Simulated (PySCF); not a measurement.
## Electronic structure of F₄H₂O₂Si₂ in real space

Input

```
{"job": {"kind": "nmr", "xc": "PBE0", "basis": "pcSseg-1"}, "charge": 0, "multiplicity": 1}
Si    -1.173241    -0.739438     0.240897
O     -0.171578    -1.971535    -0.143363
O     -0.510340     0.716502    -0.221039
Si     0.979307     1.320622    -0.350645
F      1.169350     2.630124     0.531175
F      2.027665     0.214067     0.150571
F      1.333746     1.683898    -1.858142
F     -1.362574    -0.634334     1.838339
H     -2.470862    -0.929155    -0.412744
H      0.750646    -1.921698     0.132398
```

Command:

```sh
OMP_NUM_THREADS=1 python cluster_run.py task.json out
```

Geometry: PBE0-D3(BJ)/def2-SVP.

Level of theory: PySCF, PBE0/pcSseg-1, SCF density, gas phase, non-relativistic.

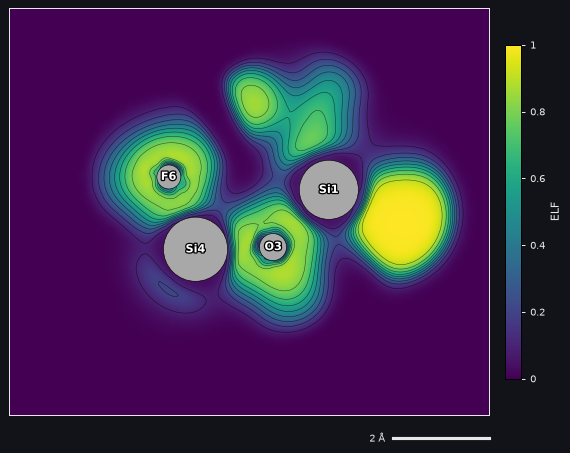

Figure 1. Electron localisation function on the plane of atoms Si1, O3 and Si4. Grey discs cover the atomic cores.

What do the fields say about this system?

The section cuts through Si, O and F sites. Si–F (1.60 Å): the ELF peaks at about 0.85 in the valence shell of F, 0.6 Å from its nucleus, and is about 0.55 at the midpoint. Si–O (1.61 Å): the ELF peaks at about 0.85 between the atoms, as expected for a polar covalent bond. Si–O (1.67 Å): the ELF peaks at about 0.85 between the atoms (a polar covalent bond). The ELF also peaks beside O3 and F6, away from the bonds: lone-pair regions.

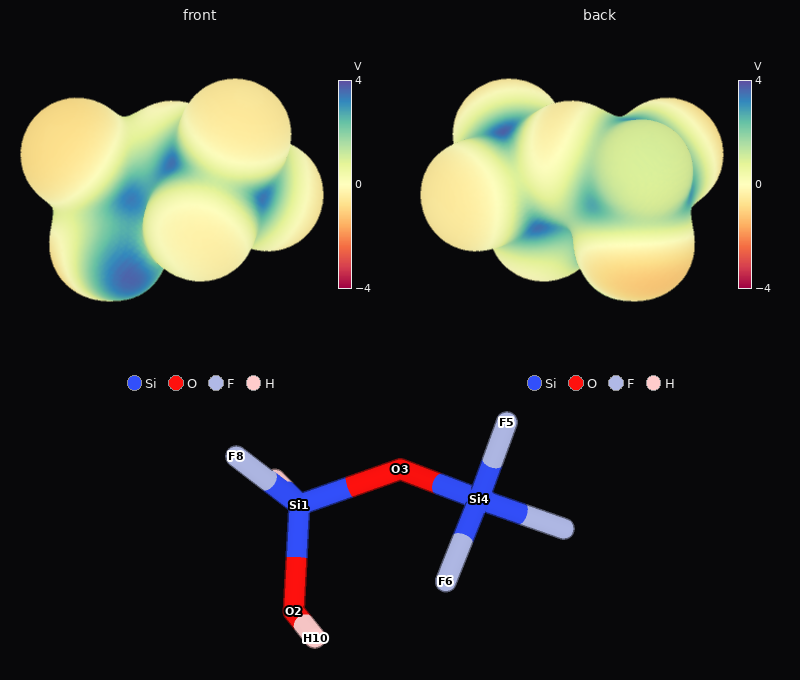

Figure 2. The molecular electrostatic potential painted on the density surface at 0.004 e/bohr³, seen from the front and from behind; red is negative and blue positive. The bare structure is drawn below in the same view.

Where is the surface potential most negative and most positive?

The most negative region (about −1.1 V, or −25 kcal/mol for a unit charge) lies over O2, the most positive (about +3.6 V, or +83 kcal/mol for a unit charge) over Si4 and H10. O2 is the likeliest acceptor of a hydrogen bond.

What dipole moment does the calculation give?

Its dipole moment is 0.87 D.
